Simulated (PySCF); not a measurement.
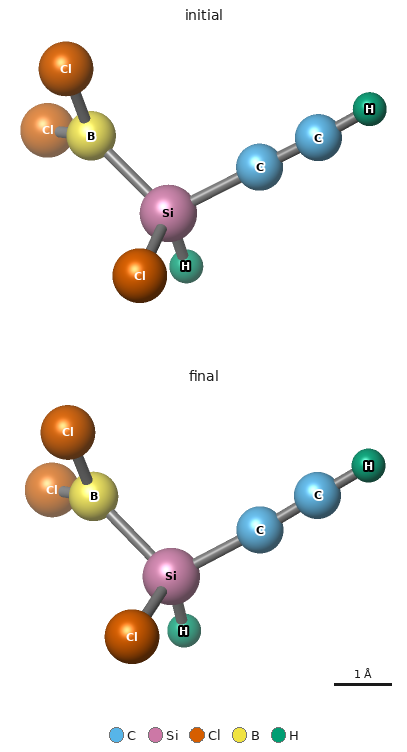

The structure of C2H2BCl3Si before (top) and after (bottom) a relaxation, at one scale.

The picture is a ball-and-stick view, seen at a tilt.

The start comes from GFN2-xTB. Its atoms were then displaced at random by about 0.01 Å.

Method: PBE0-D3(BJ)/def2-SVP geometry optimisation, gas phase in PySCF 2.14.0, density-fitted response routines. 

Q: Describe what moved and what it gained.

A: A Cl atom moves most after the best rigid fit: 0.14 Å. By element the largest moves are Cl 0.14 Å, H 0.10 Å, C 0.07 Å, Si 0.07 Å, B 0.05 Å. Near-neighbour distances that change, for instance: H–Si 1.442 → 1.488 Å, B–Si 1.984 → 2.022 Å, C–Si 1.866 → 1.828 Å, Cl–Si 2.040 → 2.076 Å. Among the angles between lasting bonds that change: Cl–Si–B 111.7° → 107.2°, C–Si–Cl 105.4° → 109.6°, C–Si–H 105.4° → 109.6°. Over 7 geometry steps the energy falls by 0.127 eV.
